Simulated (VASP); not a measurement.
Band structure of Os (hcp). Computed with vdW-DF2, VASP's PBE PAW potentials (set 64) (plane waves; VASP).

Unless said otherwise, spin-orbit coupling is left out, though it shifts the bands of the heavy elements here.

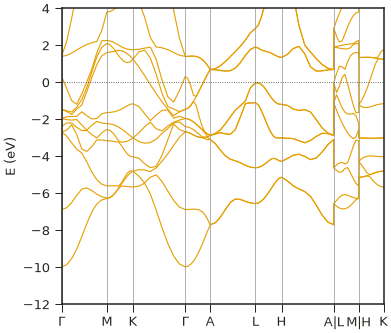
Fig. 1. Bands along high-symmetry lines, zero at the valence-band maximum or, without a gap, the Fermi level

### Question
Read the plot: is there a gap, and where are the band edges?

### Answer
It has no gap at this level: it comes out as a metal or semimetal. (Edges off the drawn lines would not show.)

The compound is Os in the hcp structure. It was relaxed first, which changed the volume by +10 %.
